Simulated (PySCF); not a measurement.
# Cl$_{2}$Si, SMILES `Cl[Si]Cl`: electronic structure

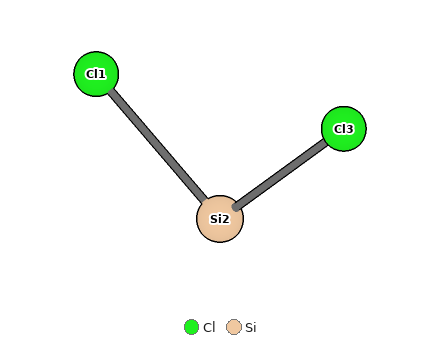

The molecule, with its atoms numbered as below. No frequency check shows the geometry to be a minimum.

Geometry (Å), atoms numbered from 1:

```
Cl1      1.5844   -0.3804    0.0000
Si2      0.0001    0.9237    0.0000
Cl3     -1.5844   -0.3803    0.0000
```

Part 1: Bonding charge

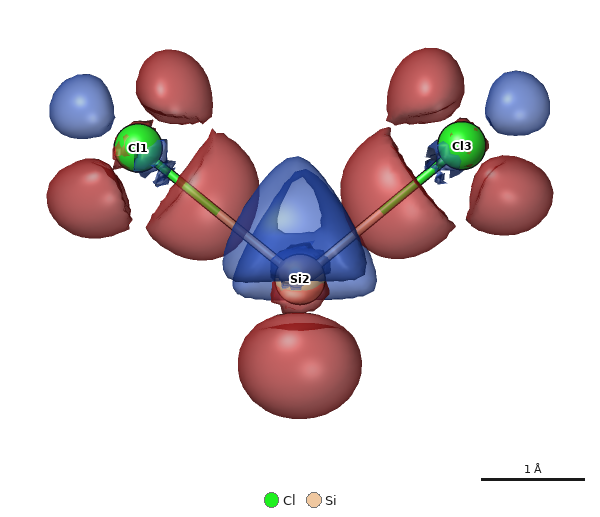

Deformation density (molecule less spherical, spin-averaged free atoms at the same positions), surfaces at ±0.04 e/Å³; red: gain, blue: loss.

PySCF calculation, PBE/6-311+G**, gas phase; geometry: GFN2-xTB.

How much density has each bond gained at its critical point, relative to the free atoms?

Answer. Cl1–Si2 and Si2–Cl3: +0.07 e/Å³ at the bond critical point (bond length 2.05 Å); up to 0.6 Å beside the axis the gain reaches +0.18 e/Å³. In all, 0.6 electrons gather in the regions of gain relative to the promolecule. A small or negative value marks a very polar bond, one between electron-rich atoms, whose free-atom densities already overlap strongly, a long bond to a heavier atom, or a closed-shell contact such as a hydrogen bond.

Part 2: Electrostatic potential

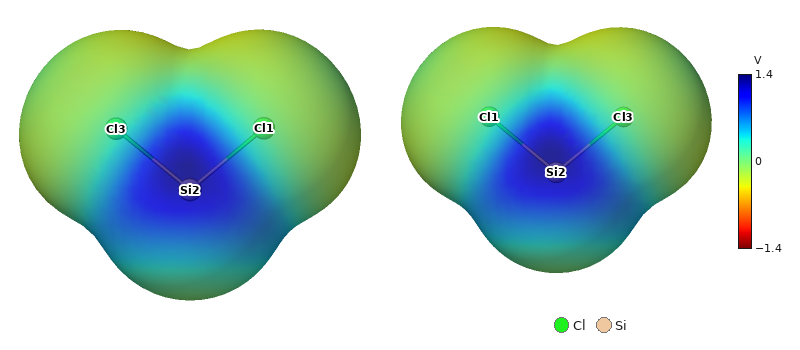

Electrostatic potential on the surface of electron density 0.001 a.u. (back view left, front view right).

Where are the extremes of the potential on the surface?

Answer. Highest: 1.37 V, off the molecular plane, over Si2 (2.1 Å), and at like points elsewhere. Further maxima include 0.01 V, 2.0 Å from Cl1, and at like points elsewhere. Lowest: −0.35 V, 2.1 Å from Cl3, and at like points elsewhere. Further minima include −0.24 V, 2.1 Å from Cl3, and at like points elsewhere; −0.03 V, 2.4 Å from Si2. The surface is sampled at points, so like sites can differ by a few per cent and only the strongest of them is named.

What volume does the surface enclose, and what is the dipole moment?

Answer. About 99 Å³; the dipole moment is 0.9 D.

Part 3: Excited states

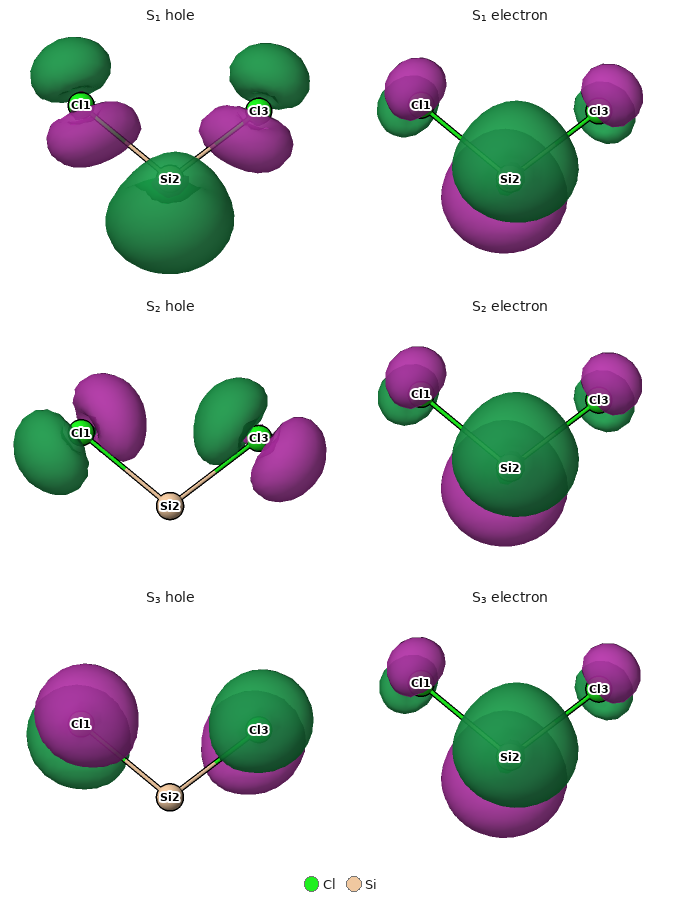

Leading natural transition orbitals (TDA singlet states).

Computed with PySCF, M06-2X/def2-TZVP, geometry: GFN2-xTB. Without diffuse functions Rydberg states are missing, so the states' numbers hold for this basis only.

Describe these excited states.

Answer. By state:
- S₁: 3.97 eV (313 nm), f = 0.052; the leading pair carries 99 %; hole on Si2 (55 %) and Cl1 and Cl3 (23 % each), electron on Si2 (72 %) and Cl1 and Cl3 (14 % each); their centroids lie 0.0 Å apart.
- S₂: 5.26 eV (236 nm), f = 0.000 (dark); the leading pair carries 100 %; hole on Cl1 and Cl3 (47 % each) and Si2 (6 %), electron on Si2 (73 %) and Cl1 and Cl3 (14 % each); their centroids lie 1.0 Å apart.
- S₃: 6.16 eV (201 nm), f = 0.007; the leading pair carries 82 %; hole on Cl1 and Cl3 (43 % each) and Si2 (14 %), electron on Si2 (72 %) and Cl1 and Cl3 (14 % each) (shares are of the whole state, not of the leading pair alone); their centroids lie 1.0 Å apart.

Part 4: Removing or adding an electron

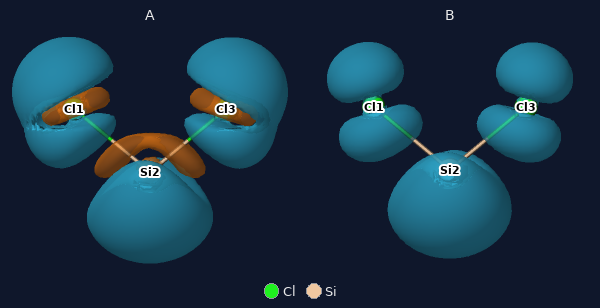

The Fukui function f⁻ from two separate SCF calculations and the density of the HOMO, at ±0.015 e/Å³ (light blue positive, orange negative).

Computed with PySCF, PBE/def2-SVP, geometry: GFN2-xTB.

Which panel is which, and how good is the frozen-orbital picture?

Answer. A is f⁻ (it has negative regions), B the HOMO density. The HOMO lies on Si2 (60 %) and Cl1 and Cl3 (20 % each); f⁻ (Hirshfeld-condensed) is largest on Si2 (0.48); the vertical ionisation energy is 9.65 eV. Relaxation shifts 12 % of the electron between atoms. The orbital energy is −6.40 eV.

Part 5: Localised orbitals

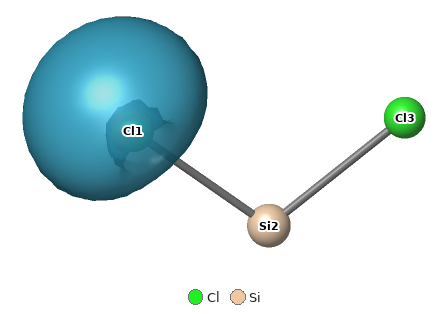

Intrinsic bond orbitals (IBO), occupied; each surface holds about 80 % of the orbital's density. Energies are diagonal elements of the Fock matrix.

Computed with PySCF, HF/6-311+G**, geometry: GFN2-xTB.

What does this orbital represent?

Answer. Lone pair on Cl1 (sp0.4-type) (Cl1 100 %; −23.4 eV).
